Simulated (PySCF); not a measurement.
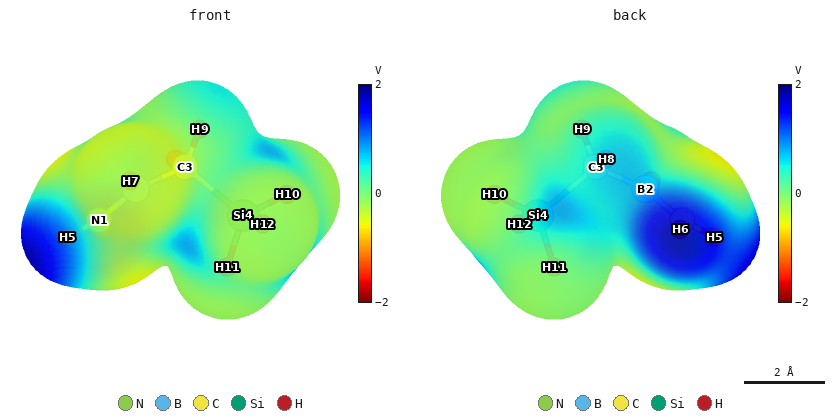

*CH$_{8}$BNSi (SMILES NBC[SiH3]). The molecular electrostatic potential painted on the density surface at 0.002 e/bohr³, seen from the front and from behind; the colour scale runs from red (negative) to blue (positive).*

Geometry: GFN2-xTB.

These are results of PySCF 2.14.0, PBE0/pcSseg-1, SCF density, gas phase, non-relativistic, not measurements.

```xyz
12

N     1.9302    0.4946   -0.1973
B     1.0242   -0.1176    0.6515
C    -0.2150   -0.8815    0.0488
Si   -1.6961    0.2837   -0.1975
H     2.7262    1.0263    0.1113
H     1.8469    0.4691   -1.2004
H     1.1953   -0.0245    1.8092
H     0.0199   -1.3244   -0.9210
H    -0.5390   -1.6970    0.6959
H    -2.7957   -0.4563   -0.8311
H    -1.3316    1.4024   -1.0768
H    -2.1640    0.8244    1.0814
```

### Which sites attract a positive test charge, and which a negative one?

A positive charge is drawn to the negative regions and a negative charge to the positive ones. The most negative region (about −0.6 V) lies over N1, the most positive (about +1.8 V) over H5 and H6.

### How polar is the molecule by this calculation?

Its dipole moment is 1.86 D.
